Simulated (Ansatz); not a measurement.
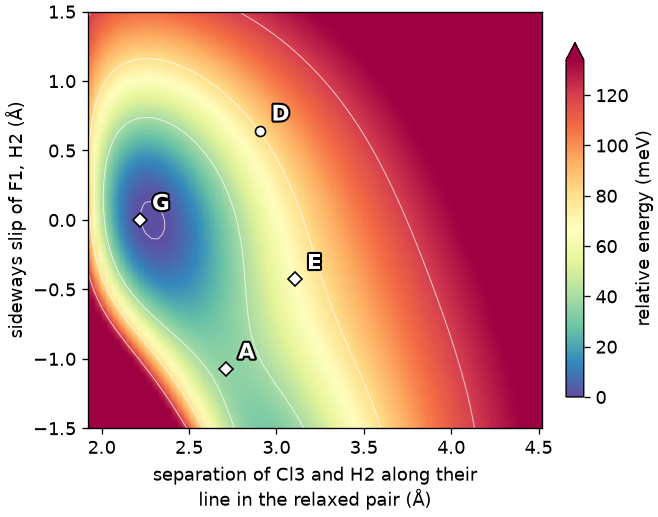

The pair FH···BCl₃. First axis: separation of Cl3 and H2 along their line in the relaxed pair. Second axis: sideways slip of F1, H2. Nothing is relaxed (both partners rigid). The grid has 15 × 15 points. Points are written as (first, second). All energies are given in meV relative to the lowest grid point. All numbers below come from RKS PBE-D4/def2-SVPD (Ansatz).

Drawn: a smooth colour map with a few white contour lines, one colour for all values above the top of the scale, lettered points. Between grid points the surface is interpolated.

Question: Rank the lettered points by energy, lowest first.

Answer: G (0 meV), A (35 meV), E (67 meV), D (81 meV).

Question: What kind of point is each of A, D, E, G: minimum, saddle, maximum or slope?

Answer: A: saddle point; D: on a slope; E: on a slope; G: minimum. (In these two coordinates alone; a stationary point may lie a little off the grid point.)
